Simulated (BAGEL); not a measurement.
# UHF/6-31G(d) (density fitting with cc-pvqz-jkfit, spherical functions) run of BN (boron nitride)

What is the energy change on altering one bond length of BN (boron nitride) at UHF/6-31G* (density fitting with cc-pvqz-jkfit, spherical functions)? 

Program for the calculation: BAGEL 1.2.2.

2 further runs of the same task are left out: 2 set aside as unsound or not needed.

## Step 1: The molecule

The species is BN (2 atoms), meant as a triplet with charge 0. SMILES: `B#N`. The coordinates come from a PBE0-D4/def2-TZVP relaxation.

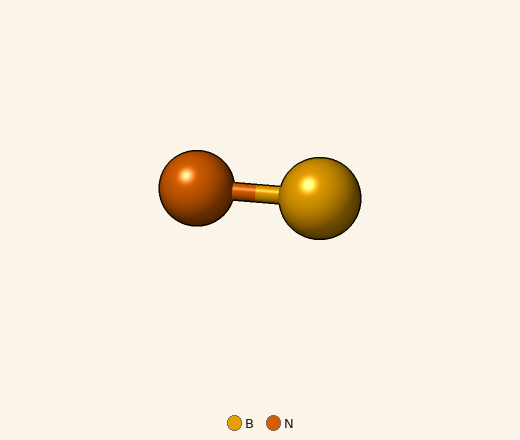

The structure, seen from a chosen angle (boron amber, nitrogen orange).

## Step 2: A single-point energy at UHF/6-31G(d) (density fitting with cc-pvqz-jkfit, spherical functions)

The input, input.json:

```json
{ "bagel" : [

{
  "title" : "molecule",
  "basis" : "6-31gs.json",
  "df_basis" : "cc-pvqz-jkfit",
  "angstrom" : true,
  "geometry" : [
    { "atom" : "B", "xyz" : [    0.000000,    0.000000,   -0.023520 ] },
    { "atom" : "N", "xyz" : [    0.000000,    0.000000,    1.291950 ] }
  ]
},
{
  "title" : "uhf",
  "nopen" : 2
},
{
  "title" : "print",
  "file" : "orbitals.molden",
  "orbitals" : true
}

]}
```

The basis set 6-31G* is read from a file made from the Basis Set Exchange's data (not shown).

Run with:

```
$ BAGEL_NUM_THREADS=1 BAGEL input.json > input.out
```

What it wrote:

```text
* using 1 threads per process

  ===============================================================
  ===============================================================

  *** Geometry ***

  { "atom" : "B", "xyz" : [      0.000000,      0.000000,     -0.044446 ] },
  { "atom" : "N", "xyz" : [      0.000000,      0.000000,      2.441432 ] },

  Number of auxiliary basis functions:      212

  Since a DF basis is specified, we compute 2- and 3-index integrals:
    o Being stored without compression. Storage requirement is 0.001 GB

  Number of basis functions:       28
  Number of electrons      :       12

    * METHOD: MOLECULE                             0.02

  *** Open-shell HF ***

  === Nuclear Repulsion ===
    14.0795323143

      * DIIS with orbital gradients will be used.

  === UHF iteration (6-31gs.json) ===
      0        -78.88169151          0.06118660           0.00
      1        -78.93179027          0.04826511           0.00
      2        -78.95858796          0.03578863           0.00
      3        -78.98185246          0.00560377           0.00
      4        -78.98581153          0.00305932           0.00
      5        -78.98774260          0.00136446           0.00
      6        -78.98811113          0.00053876           0.00
      7        -78.98833860          0.00036574           0.00
      8        -78.98848761          0.00020774           0.00
      9        -78.98872326          0.00012238           0.00
     10        -78.98878596          0.00007560           0.00
     11        -78.98883347          0.00006012           0.00
     12        -78.98891246          0.00005278           0.00
     13        -78.98892657          0.00003063           0.00
     14        -78.98892588          0.00001475           0.00
     15        -78.98892696          0.00000473           0.00
     16        -78.98892695          0.00000237           0.00
     17        -78.98892698          0.00000074           0.00
     18        -78.98892698          0.00000036           0.00
     19        -78.98892698          0.00000012           0.00
     20        -78.98892698          0.00000003           0.00
     21        -78.98892698          0.00000002           0.00
     22        -78.98892698          0.00000000           0.00
    * SCF iteration converged.

    * S^2 (UHF) is 2.0527

    * Permanent dipole moment:
           (   -0.000000,     0.000000,     1.048903) a.u.

    * METHOD: UHF                                  0.10

    * METHOD: PRINT                                0.00

  ===============================================================
```

Run time: 0.28 s. Hardware: 1 thread of Arm Neoverse V2, shared host.

## Step 3: The distorted shape, same level

The input, calc.json:

```json
{ "bagel": [

{
  "title": "molecule",
  "basis": "6-31gs.json",
  "df_basis": "cc-pvqz-jkfit",
  "angstrom": true,
  "geometry": [
    { "atom": "B", "xyz": [       0.000000,       0.000000,      -1.602050 ] },
    { "atom": "N", "xyz": [       0.000000,       0.000000,       1.291950 ] }
  ]
},

{ "title": "uhf", "nopen": 2 },

{ "title": "print", "file": "orbitals.molden", "orbitals": true }

]}
```

The basis set 6-31G* is read from a file made from the Basis Set Exchange's data (not shown).

Run with:

```
$ BAGEL_NUM_THREADS=1 BAGEL calc.json > calc.out
```

What it wrote:

```text
* using 1 threads per process

  ===============================================================
  ===============================================================

  *** Geometry ***

  { "atom" : "B", "xyz" : [      0.000000,      0.000000,     -3.027436 ] },
  { "atom" : "N", "xyz" : [      0.000000,      0.000000,      2.441432 ] },

  Number of auxiliary basis functions:      212

  Since a DF basis is specified, we compute 2- and 3-index integrals:
    o Being stored without compression. Storage requirement is 0.001 GB

  Number of basis functions:       28
  Number of electrons      :       12

    * METHOD: MOLECULE                             0.02

  *** Open-shell HF ***

  === Nuclear Repulsion ===
     6.3998626031

      * DIIS with orbital gradients will be used.

  === UHF iteration (6-31gs.json) ===
      0        -78.66054255          0.04446374           0.00
      1        -78.66577197          0.06208406           0.00
      2        -78.73983160          0.04103812           0.00
      3        -78.82083934          0.00457753           0.00
      4        -78.85411005          0.00367642           0.00
      5        -78.88474524          0.00401656           0.00
      6        -78.90432543          0.00206565           0.00
      7        -78.90552660          0.00077940           0.00
      8        -78.90579596          0.00045493           0.00
      9        -78.90575644          0.00048761           0.00
     10        -78.90587893          0.00002738           0.00
     11        -78.90587906          0.00000511           0.00
     12        -78.90587907          0.00000141           0.00
     13        -78.90587907          0.00000026           0.00
     14        -78.90587907          0.00000013           0.00
     15        -78.90587907          0.00000006           0.00
     16        -78.90587907          0.00000001           0.00
     17        -78.90587907          0.00000000           0.00
    * SCF iteration converged.

    * S^2 (UHF) is 2.9473

    * Permanent dipole moment:
           (   -0.000000,    -0.000000,     0.116765) a.u.

    * METHOD: UHF                                  0.08

    * METHOD: PRINT                                0.00

  ===============================================================
```

It took 0.26 s on 1 thread of Arm Neoverse V2, shared host.

## Step 4: Summary of results

At UHF/6-31G* (density fitting with cc-pvqz-jkfit, spherical functions):

| quantity | value |
| --- | --- |
| first shape: total energy | -78.98893 Eh |
| first shape: dipole moment | 2.67 D |
| first shape: ⟨S²⟩ | 2.053 |
| distorted shape: total energy | -78.90588 Eh |
| distorted shape: dipole moment | 0.30 D |
| distorted shape: ⟨S²⟩ | 2.947 |
| energy change with the B1–N2 bond stretched from 1.315 to 2.894 Å | 2.260 eV |

**Reading.** With the B1–N2 bond stretched from 1.315 to 2.894 Å the energy rises by 2.26 eV (52 kcal/mol). The first shape isn't relaxed at this level, so the change isn't measured from a minimum. ⟨S²⟩ (distorted shape) is 2.95 where a pure triplet has 2.00: the reference is spin-contaminated.
